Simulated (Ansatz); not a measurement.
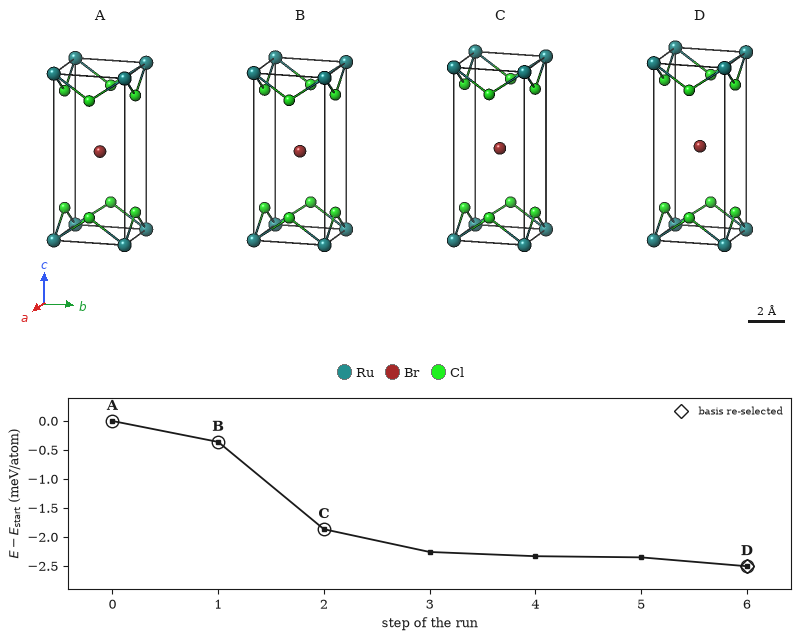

Frames of a relaxation of solid RuBrCl$_{4}$ (a generated structure, set up in P4/mmm), marked on the history of the run. The picture is a ball-and-stick view of the cell of the calculation, seen slightly off an axis.

The calculation used DFT PBE, scalar-relativistic, plane waves, PAW in Ansatz 0.2.0. (plane-wave cutoff 420 eV; k-point mesh 10 × 10 × 4; occupations gaussian; smearing width 0.1 eV; collinear spin; cell and atoms relaxed; force threshold 0.01 eV/Å; at most 80 steps)

Q: What happens along the run?

A: The largest moves relative to the cell, 0.091 Å, are those of Cl atoms. Br and Ru stay in place. The volume changes by +6.1 %, with a = b 4.123 → 4.119 Å (−0.1 %), c 9.516 → 10.118 Å (+6.3 %). The space group stays P4/mmm (No. 123). The energy falls by 2.5 meV per atom in 5 accepted moves (6 points after the start). Largest force component: 0.041 eV/Å at the start, 0.00023 eV/Å at the end. Pressure: 0.04 GPa at the start and 0.01 GPa at the end. At 1 point the geometry stayed and the basis and grid were re-selected for the new cell (energy shift of 0.2 meV per atom at most each time). From step 0 to 1: volume +0.3 %, energy −0.4 meV per atom. From step 1 to 2: Cl atoms move most (0.05 Å), volume +2.8 %, energy −1.5 meV per atom. From step 2 to 6: Cl atoms move most (0.03 Å), volume +2.9 %, energy −0.6 meV per atom.

```json
{"step": "0", "E − E(0), meV/atom": "0.00", "largest force component, eV/Å": "0.0415", "pressure, GPa": "0.04", "volume, Å³/atom": "26.963", "note": ""}
{"step": "1", "E − E(0), meV/atom": "-0.36", "largest force component, eV/Å": "0.0118", "pressure, GPa": "0.14", "volume, Å³/atom": "27.041", "note": ""}
{"step": "2", "E − E(0), meV/atom": "-1.86", "largest force component, eV/Å": "0.0402", "pressure, GPa": "0.38", "volume, Å³/atom": "27.799", "note": ""}
{"step": "3", "E − E(0), meV/atom": "-2.26", "largest force component, eV/Å": "0.0448", "pressure, GPa": "0.13", "volume, Å³/atom": "28.346", "note": ""}
{"step": "4", "E − E(0), meV/atom": "-2.33", "largest force component, eV/Å": "0.0251", "pressure, GPa": "-0.06", "volume, Å³/atom": "28.617", "note": ""}
{"step": "5", "E − E(0), meV/atom": "-2.35", "largest force component, eV/Å": "0.0003", "pressure, GPa": "0.00", "volume, Å³/atom": "28.613", "note": ""}
{"step": "6", "E − E(0), meV/atom": "-2.50", "largest force component, eV/Å": "0.0002", "pressure, GPa": "0.01", "volume, Å³/atom": "28.613", "note": "same geometry, new basis"}
```
